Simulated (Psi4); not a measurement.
**CCSD(T)/aug-cc-pVTZ run of GeS (germanium sulfide)**

Aim: the energy change on altering one bond length of GeS (germanium sulfide) at CCSD(T)/aug-cc-pVTZ, from 2 runs. 

Program for the calculation: Psi4 1.11.

### Step 1. The system as given

GeS has 2 atoms, charge 0, and is taken as a singlet. SMILES: `[S+]#[Ge-]`. The bond length is the measured one.

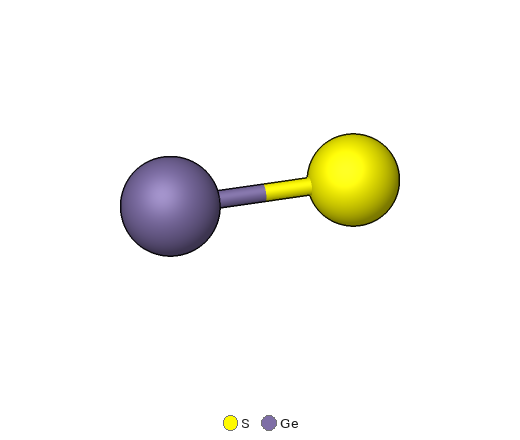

Viewed from a chosen angle; sulfur yellow, germanium purple.

### Step 2. The energy at CCSD(T)/aug-cc-pVTZ

run.py reads:

```python
import psi4

psi4.set_memory('1600 MB')
psi4.set_num_threads(1)
psi4.set_output_file('ges.out', False)

mol = psi4.geometry("""
0 1
S
Ge 1 2.012086
units angstrom
symmetry c1
""")

psi4.set_options({
    'basis': 'aug-cc-pVTZ',
    'puream': True,
    'e_convergence': 1e-09,
    'd_convergence': 1e-08,
    'scf_type': 'pk',
    'num_frozen_docc': 14,
})

e, wfn = psi4.energy("ccsd(t)", molecule=mol, return_wfn=True)
print(f'total energy {e:.8f} hartree = {e * 27.211386:.5f} eV')
```

The run is started by

```console
$ python run.py
```

ges.out, shortened:

```text
[...]
  Running in c1 symmetry.
[...]
  Nuclear repulsion =  134.655641887593276
[...]
  Multiplicity = 1
[...]
  Nalpha       = 24
  Nbeta        = 24
[...]
    Number of basis functions: 109
[...]
   @RHF iter   1: -2471.83242117817053   -3.35273e+00   1.86088e-02 DIIS/ADIIS
[...]
   @RHF iter  12: -2472.98949786457661   -1.18234e-11   2.34170e-09 DIIS
[...]
    Orbital Energies [Eh]
    ---------------------
    Doubly Occupied:
       1A   -405.276586     2A    -91.939485     3A    -52.182414
       4A    -46.269009     5A    -46.269009     6A    -46.266965
       7A     -8.941852     8A     -7.225541     9A     -6.622012
      10A     -6.621186    11A     -6.621186    12A     -5.198892
      13A     -5.198892    14A     -5.192948    15A     -1.675846
      16A     -1.675846    17A     -1.668105    18A     -1.668045
      19A     -1.668045    20A     -0.928262    21A     -0.584095
      22A     -0.382735    23A     -0.377490    24A     -0.377490
[...]
  @RHF Final Energy: -2472.98949786457661
   => Energetics <=
    Nuclear Repulsion Energy =            134.6556418875932764
    One-Electron Energy =               -3713.6264016443847140
    Two-Electron Energy =                1105.9812618922148886
    Total Energy =                      -2472.9894978645761512
[...]
 Multipole Moments:
 ------------------------------------------------------------------------------------
     Multipole            Electronic (a.u.)      Nuclear  (a.u.)        Total (a.u.)
 ------------------------------------------------------------------------------------
 L = 1.  Multiply by 2.5417464519 to convert [e a0] to [Debye]
 Dipole X            :          0.0000000            0.0000000            0.0000000
 Dipole Y            :         -0.0000000            0.0000000           -0.0000000
 Dipole Z            :          6.8284233           -5.7319003            1.0965230
 Magnitude           :                                                    1.0965230
[...]
      * MP2 total energy                      = -2473.326507275806762
[...]
      * CCSD total energy                     = -2473.341120277428672
[...]
      * CCSD(T) total energy                  = -2473.363885797561579
```

On the terminal:

```text
total energy -2473.36388580 hartree = -67303.65941 eV
```

It took 4 min on 1 thread of Intel Xeon Platinum 8175M at 2.50GHz (Skylake/Cascade Lake), shared host; peak memory 1.3 GiB.

### Step 3. The distorted shape at the same level

calc.in reads:

```
memory 1.6 GB

molecule {
  0 1
  S
  Ge 1 r2

  r2 = 3.0181
  symmetry c1
  no_reorient
  no_com
}

set {
  basis           aug-cc-pVTZ
  reference       rhf
  puream          true
  e_convergence   1e-09
  d_convergence   1e-08
  scf_type        pk
  num_frozen_docc 14
}

E, wfn = energy('ccsd(t)', return_wfn=True)
```

The run is started by

```console
$ psi4 -i calc.in -o calc.out -n 1
```

calc.out, shortened:

```text
[...]
  Running in c1 symmetry.
[...]
  Nuclear repulsion =   89.771290501653382
[...]
  Multiplicity = 1
[...]
  Nalpha       = 24
  Nbeta        = 24
[...]
    Number of basis functions: 109
[...]
   @RHF iter   1: -2471.46695850698143   -3.78558e+00   1.88511e-02 ADIIS/DIIS
[...]
   @RHF iter  16: -2472.81175319947351   -5.91172e-12   3.52761e-09 DIIS
[...]
    Orbital Energies [Eh]
    ---------------------
    Doubly Occupied:
       1A   -405.354903     2A    -91.927252     3A    -52.258015
       4A    -46.344484     5A    -46.344484     6A    -46.342259
       7A     -8.921642     8A     -7.298336     9A     -6.602175
      10A     -6.599369    11A     -6.599369    12A     -5.271659
      13A     -5.271659    14A     -5.261356    15A     -1.750480
      16A     -1.750480    17A     -1.737714    18A     -1.737714
      19A     -1.733479    20A     -0.809524    21A     -0.628414
      22A     -0.312722    23A     -0.312722    24A     -0.310897
[...]
  @RHF Final Energy: -2472.81175319947351
   => Energetics <=
    Nuclear Repulsion Energy =             89.7712905016533824
    One-Electron Energy =               -3622.2038818422379336
    Two-Electron Energy =                1059.6208381411106529
    Total Energy =                      -2472.8117531994739693
[...]
 Multipole Moments:
 ------------------------------------------------------------------------------------
     Multipole            Electronic (a.u.)      Nuclear  (a.u.)        Total (a.u.)
 ------------------------------------------------------------------------------------
 L = 1.  Multiply by 2.5417464519 to convert [e a0] to [Debye]
 Dipole X            :          0.0000000            0.0000000            0.0000000
 Dipole Y            :          0.0000000            0.0000000            0.0000000
 Dipole Z            :         11.3085861           -8.5977679            2.7108182
 Magnitude           :                                                    2.7108182
[...]
      * MP2 total energy                      = -2473.137387816914270
[...]
      * CCSD total energy                     = -2473.185125632774088
[...]
      * CCSD(T) total energy                  = -2473.240723981443352
[...]
```

It took 4.1 min on 1 thread of Intel Xeon Platinum 8175M at 2.50GHz (Skylake/Cascade Lake), shared host; peak memory 1.3 GiB.

### Step 4. What came out

Level: CCSD(T)/aug-cc-pVTZ, 14 core orbitals frozen.

```
                                                          quantity           value
                                         first shape: total energy  -2473.36389 Eh
                  first shape: HOMO energy (Hartree–Fock orbitals)       -10.27 eV
                  first shape: LUMO energy (Hartree–Fock orbitals)         0.25 eV
                first shape: HOMO–LUMO gap (Hartree–Fock orbitals)        10.52 eV
         first shape: correlation energy (14 core orbitals frozen)      -374.4 mEh
                                       first shape: (T) correction      -22.77 mEh
                                        first shape: T1 diagnostic           0.019
                                     distorted shape: total energy  -2473.24072 Eh
              distorted shape: HOMO energy (Hartree–Fock orbitals)        -8.46 eV
              distorted shape: LUMO energy (Hartree–Fock orbitals)        -1.41 eV
            distorted shape: HOMO–LUMO gap (Hartree–Fock orbitals)         7.05 eV
     distorted shape: correlation energy (14 core orbitals frozen)      -429.0 mEh
                                   distorted shape: (T) correction      -55.60 mEh
                                    distorted shape: T1 diagnostic           0.135
energy change with the S1–Ge2 bond stretched from 2.012 to 3.018 Å        3.351 eV
```

With the S1–Ge2 bond stretched from 2.012 to 3.018 Å the energy rises by 3.35 eV (323 kJ/mol). The first shape isn't relaxed at this level, so the change isn't measured from a minimum. A restricted reference can't describe the breaking bond well at this length. The triples (first shape) make up 6.1 % of the correlation energy. The T1 diagnostic (distorted shape) of 0.135 is above the customary mark for such species, so a single reference may not serve. The triples (distorted shape) make up 13.0 % of the correlation energy.
